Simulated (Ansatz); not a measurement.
The compound is Mg₃Be (space group Fm-3m, No. 225), taken as the geometry relaxed with DFT PBE, scalar-relativistic, plane waves, PAW in Ansatz; the starting structure was generated, so it need not be a known form of this composition.

```
Mg Be
1.0
     6.66601    0.00000    0.00000
     0.00000    6.66601    0.00000
     0.00000    0.00000    6.66601
Mg Be
12 4
Direct
  0.25000 0.25000 0.75000
  0.25000 0.75000 0.75000
  0.00000 0.00000 0.00000
  0.25000 0.75000 0.25000
  0.25000 0.25000 0.25000
  0.00000 0.50000 0.50000
  0.75000 0.25000 0.25000
  0.75000 0.75000 0.25000
  0.50000 0.00000 0.50000
  0.75000 0.75000 0.75000
  0.75000 0.25000 0.75000
  0.50000 0.50000 0.00000
  0.50000 0.00000 0.00000
  0.50000 0.50000 0.50000
  0.00000 0.00000 0.50000
  0.00000 0.50000 0.00000
```

Describe the stacking along [111], with columns A (0, 0), B (1/3, 2/3), C (2/3, 1/3) of the hexagonal mesh spanned by (a − b)/2 and (b − c)/2.

Mg(A) – Mg(B) – Be(C) – Mg(A) – Mg(B) – Mg(C) – Be(A) – Mg(B) – Mg(C) – Mg(A) – Be(B) – Mg(C) (twelve layers in 11.55 Å).

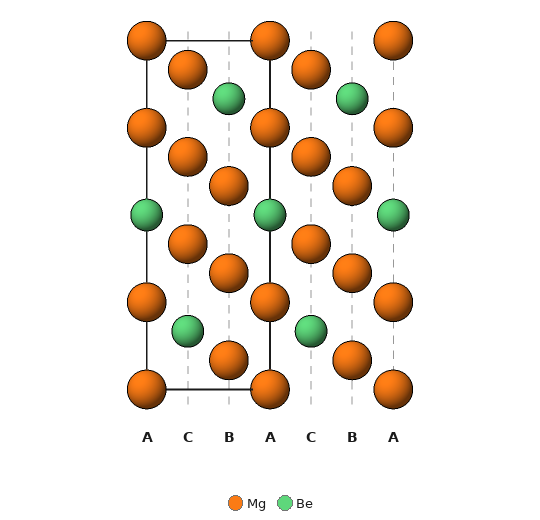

The picture looks along a close-packed row of the hexagonal mesh; [111] points upwards. The dashed lines mark the three columns A (0, 0), B (1/3, 2/3) and C (2/3, 1/3). The box is the hexagonal cell of the face-centred cubic lattice. The sequence starts with the first layer at or above the cell's origin.
